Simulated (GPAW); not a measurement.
# RPBE/plane waves (scalar-relativistic datasets) run of CH2P2 (SMILES P#CP)

Aim: the atomisation energy of CH2P2. 

The calculation is run with GPAW 26.7.0.

2 further runs of the same task are left out: 2 set aside as unsound or not needed.

### Step 1. The structure to begin with

CH2P2: 5 atoms, total charge 0, spin state singlet. SMILES: `P#CP`. The shape is that of a GFN2-xTB optimisation.

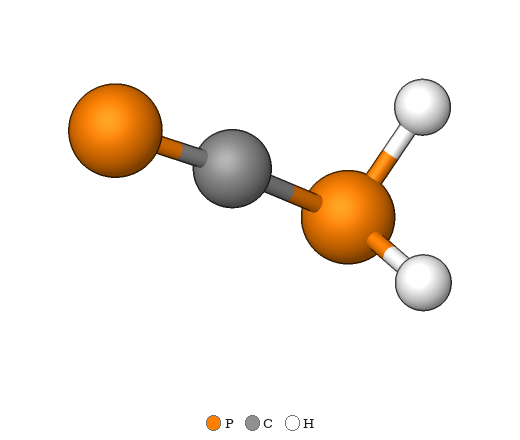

The structure, seen from a chosen angle (phosphorus orange, carbon grey, hydrogen white).

### Step 2. The atomisation energy at RPBE/plane waves (scalar-relativistic datasets)

ch2p2.xyz

```xyz
5

P     -0.184270    -1.526160     1.855470
C     -0.179400    -0.463280     0.711510
P     -0.345190     0.838030    -0.445400
H     -0.313860     0.025160    -1.585910
H      1.022730     1.126250    -0.535670
```

run.py

```python
from ase import Atoms
from ase.io import read
from gpaw import GPAW, PW

# Atomic positions
system = read('ch2p2.xyz')
system.center(vacuum=4.5)

# GPAW settings
calc = GPAW(mode=PW(400), xc='RPBE', symmetry='off', maxiter=100, txt='-')
system.calc = calc

e = system.get_potential_energy()
e_mol = {'RPBE': e}

# Free atoms in the same box, Hund's rule
e_atom = {}
for symbol in sorted(set(system.symbols)):
    atom = Atoms(symbol, cell=system.cell, pbc=system.pbc)
    atom.center()
    atom.calc = GPAW(mode=PW(400),
                     xc='RPBE',
                     maxiter=150,
                     symmetry='off',
                     hund=True,
                     txt=f'{symbol}_atom.txt')
    e = atom.get_potential_energy()
    e_atom[symbol] = {'RPBE': e}

atomisation = {xc: sum(e_atom[x][xc] for x in system.symbols) - e_mol[xc] for xc in e_mol}
for xc, de in atomisation.items():
    print(f'{xc:32} {de:9.3f} eV')
```

Launch:

```bash
$ OMP_NUM_THREADS=1 python run.py
```

Log:

```text
[...]
  mode=PW(ecut=400.0),
[...]
Number of symmetries: 1
[...]
  Number of IBZ points: 1
[...]
Cutoff: 400.0 eV
Spin-components: 1 (collinear spins)
Bands:           14
[...]
  Valence electrons: 16.0
[...]
  Grid points: [48 54 60]
  Charge: 0.0  # |e|
[...]
    cutoffs:
[...]
occupation numbers:
  # Zero width
[...]
xc functional:
  name: RPBE with 2 nearest neighbor stencil
[...]
|iter     |     time |      energy | eigst |  dens |
[...]
|iter:   1| 00:00:06 |  -25.812276 | +0.46 |       |
[...]
|iter:  11| 00:00:33 |  -23.333887c| -7.74c| -4.82c|
Converged in 11 steps
[...]
Energy contributions relative to reference atoms: (reference = -19667.689152)
Energy contributions:
  Kinetic:          29.556358
  Coulomb:         -31.707661
  Zero:             -0.061670
  External:          0.000000
  Xc:              -21.120913
  Entropy:           0.000000
  Spinorbit:         0.000000
  ----------------------------
  Free energy:     -23.333887
  Extrapolated:    -23.333887
dipole moment: (0.079016, 0.057440, -0.158421)  # |e|*Ang
Fermi level: -4.065
Eigenvalues  # (at kpt = [0.000, 0.000, 0.000])
| band index |      eig [eV] | occ [0-2] |
|------------|---------------|-----------|
|          0 |       -18.061 |     2.000 |
|          1 |       -15.798 |     2.000 |
|          2 |       -11.284 |     2.000 |
|          3 |        -9.795 |     2.000 |
|          4 |        -8.390 |     2.000 |
|          5 |        -7.514 |     2.000 |
|          6 |        -6.490 |     2.000 |
|          7 |        -5.805 |     2.000 |
|          8 |        -2.324 |     0.000 |
|          9 |        -2.004 |     0.000 |
|         10 |        -0.579 |     0.000 |
|         11 |        -0.191 |     0.000 |
[...]
Gap: 3.481 eV
Transition (v -> c):
  (s=0, k=0, n=7, [0.00, 0.00, 0.00]) -> (s=0, k=0, n=8, [0.00, 0.00, 0.00])
No difference between direct/indirect transitions
vacuum-level: 0.349  # V
RPBE                                16.053 eV
```

Run time: 1.8 min. Hardware: 1 thread of AMD EPYC (Zen 3), shared host; peak memory 1.1 GiB.

### Step 3. Summary of results

At RPBE/plane waves (scalar-relativistic datasets):

| quantity | value |
| --- | --- |
| energy as printed (from the program's reference atoms) | -23.3339 eV |
| dipole moment | 0.89 D |
| HOMO energy (from the vacuum level) | -6.15 eV |
| LUMO energy (from the vacuum level) | -2.67 eV |
| HOMO–LUMO gap | 3.48 eV |
| atomisation energy (program's own) | 16.05 eV |
